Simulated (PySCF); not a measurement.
# A workflow on CH3ClSi (SMILES [SiH3][C]Cl)

Wanted: the energy (UOPBE-D3(0)/BFD-VTZ), then a single-point energy (UCCSD(T)/STO-6G) of CH3ClSi. 

Program for the calculation: PySCF 2.14.0.

## 1. Starting point

CH3ClSi: 6 atoms, total charge 0, spin state triplet. SMILES: `[SiH3][C]Cl`. The coordinates come from a GFN2-xTB relaxation.

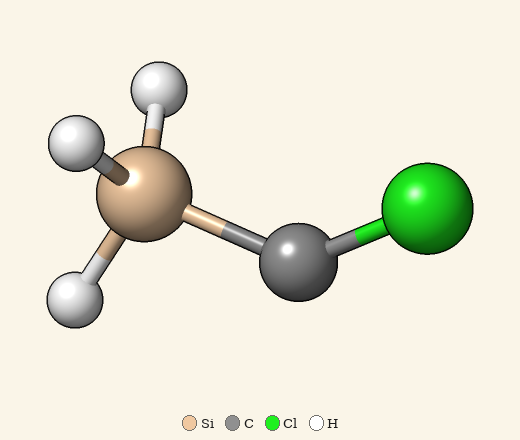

Viewed from a chosen angle; silicon light orange, carbon grey, chlorine green, hydrogen white.

## 2. A single-point energy at UOPBE-D3(0)/BFD-VTZ (density fitting with cc-pvdz-jkfit, core potential) (run 4)

Input file mol.xyz:

```xyz
6
CH3ClSi
Si    -0.109980     0.539700    -0.228010
C     -0.339680    -1.137040     0.492720
Cl     0.654920    -2.337310     0.982870
H      0.597870     0.480370    -1.515060
H     -1.467010     1.044810    -0.402360
H      0.663870     1.409470     0.669840
```

Input file job.py:

```python
from pyscf import gto, dft

system = gto.M(
    atom='mol.xyz',
    max_memory=1860,
    basis='bfd-vtz',
    verbose=3,
    ecp='bfd',
    spin=2,
)

calc0 = dft.UKS(system)
calc0.xc = 'opbe'
calc0 = calc0.density_fit(auxbasis='cc-pvdz-jkfit')
calc0.disp = 'd3zero'
calc0.max_cycle = 100
calc0.kernel()

energy = calc0.e_tot
print('E = %.10f Eh' % energy)
```

The run is started by

```bash
$ OMP_NUM_THREADS=1 python job.py
```

Output:

```text
WARN: HOMO -0.222452073431081 >= LUMO -0.240605872876761

converged SCF energy = -26.3990920938492  <S^2> = 2.0078422  2S+1 = 3.0052236
E = -26.3990920938 Eh
```

It took 11 s on 1 thread of Intel Xeon 6975P-C (Granite Rapids), shared host; peak memory 0.46 GiB.

## 3. A single-point energy at UCCSD(T)/STO-6G (run 6)

mol.xyz: that of step 2 with these lines changed.

```diff
@@ -1,3 +1,3 @@
 6
-CH3ClSi
+
 Si    -0.109980     0.539700    -0.228010
```

Input file run.py:

```python
# [SiH3][C]Cl
from pyscf import gto, scf, cc

system = gto.M(
    atom='mol.xyz',
    spin=2,
    verbose=3,
    basis='sto-6g',
    max_memory=1860,
)

myscf = scf.UHF(system)
myscf.max_cycle = 100
myscf = myscf.newton()
myscf.kernel()

mycc = cc.CCSD(myscf, frozen=11)
mycc.kernel()
e_t = mycc.ccsd_t()
e_final = mycc.e_tot + e_t
print('Final energy', e_final)
dip = myscf.dip_moment()
pop, q = myscf.mulliken_pop()
```

The run is started by

```bash
$ OMP_NUM_THREADS=1 python run.py
```

Output:

```text
WARN: HOMO -0.0225591461191309 >= LUMO -0.0870767566957565

converged SCF energy = -785.312096821756  <S^2> = 2.0211264  2S+1 = 3.0140514
E(UCCSD) = -785.4093123101027  E_corr = -0.09721548834661457
UCCSD(T) correction = -0.00134827055481095
Final energy -785.4106605806575
Dipole moment(X, Y, Z, Debye): -0.58626,  1.73949, -0.72986
 ** Mulliken pop       alpha | beta **
pop of  0 Si 1s        0.99991 | 0.99991
pop of  0 Si 2s        0.99417 | 0.99438
pop of  0 Si 3s        0.56052 | 0.59297
pop of  0 Si 2px       0.98370 | 0.98402
pop of  0 Si 2py       0.98259 | 0.98351
pop of  0 Si 2pz       0.98349 | 0.98417
pop of  0 Si 3px       0.38108 | 0.39748
pop of  0 Si 3py       0.30866 | 0.36504
pop of  0 Si 3pz       0.36175 | 0.39581
pop of  1 C 1s        0.99871 | 0.99820
pop of  1 C 2s        0.82983 | 0.55054
pop of  1 C 2px       0.75740 | 0.08894
pop of  1 C 2py       0.61021 | 0.31892
pop of  1 C 2pz       0.91855 | 0.09856
pop of  2 Cl 1s        1.00000 | 1.00000
pop of  2 Cl 2s        0.99938 | 0.99935
pop of  2 Cl 3s        0.96723 | 0.97038
pop of  2 Cl 2px       0.99816 | 0.99765
pop of  2 Cl 2py       0.99683 | 0.99739
pop of  2 Cl 2pz       0.99946 | 0.99903
pop of  2 Cl 3px       0.86765 | 0.84159
pop of  2 Cl 3py       0.76713 | 0.82638
pop of  2 Cl 3pz       0.96020 | 0.93296
pop of  3 H 1s        0.59753 | 0.55424
pop of  4 H 1s        0.57835 | 0.57438
pop of  5 H 1s        0.59753 | 0.55420
In total            21.00000 | 19.00000
 ** Mulliken atomic charges   ( Nelec_alpha | Nelec_beta ) **
charge of  0Si =      0.74686  (     6.55585      6.69729 )
charge of  1C =     -0.16987  (     4.11470      2.05516 )
charge of  2Cl =     -0.12076  (     8.55603      8.56473 )
charge of  3H =     -0.15178  (     0.59753      0.55424 )
charge of  4H =     -0.15274  (     0.57835      0.57438 )
charge of  5H =     -0.15173  (     0.59753      0.55420 )
```

It took 0.9 s on 1 thread of Intel Xeon 6975P-C (Granite Rapids), shared host; peak memory 0.12 GiB.

## 4. What came out

| quantity | value |
| --- | --- |
| run 4, UOPBE-D3(0)/BFD-VTZ: total energy | -26.39909 Eh |
| run 4, UOPBE-D3(0)/BFD-VTZ: dipole moment | 0.53 D |
| run 4, UOPBE-D3(0)/BFD-VTZ: HOMO energy (highest over α and β) | -5.12 eV |
| run 4, UOPBE-D3(0)/BFD-VTZ: LUMO energy (lowest over α and β) | -3.26 eV |
| run 4, UOPBE-D3(0)/BFD-VTZ: dispersion energy | -18.29 kJ/mol |
| run 4, UOPBE-D3(0)/BFD-VTZ: ⟨S²⟩ | 2.008 |
| run 6, UCCSD(T)/STO-6G: total energy | -785.41066 Eh |
| run 6, UCCSD(T)/STO-6G: dipole moment (Hartree–Fock density) | 1.98 D |
| run 6, UCCSD(T)/STO-6G: HOMO energy (Hartree–Fock orbitals) (highest over α and β) | -8.31 eV |
| run 6, UCCSD(T)/STO-6G: LUMO energy (Hartree–Fock orbitals) (lowest over α and β) | 7.56 eV |
| run 6, UCCSD(T)/STO-6G: correlation energy (11 core orbitals frozen) | -98.6 mEh |
| run 6, UCCSD(T)/STO-6G: (T) correction | -1.35 mEh |
| run 6, UCCSD(T)/STO-6G: ⟨S²⟩ of the reference determinant | 2.021 |
| run 6, UCCSD(T)/STO-6G: T1 diagnostic | 0.010 |

Mulliken charges (run 4, UOPBE-D3(0)/BFD-VTZ) run from -0.32 on C2 to +0.47 on Si1; they depend strongly on the basis. Mulliken charges (run 6, UCCSD(T)/STO-6G) of the mean-field density run from -0.17 on C2 to +0.75 on Si1. The triples (run 6, UCCSD(T)/STO-6G) make up 1.4 % of the correlation energy.
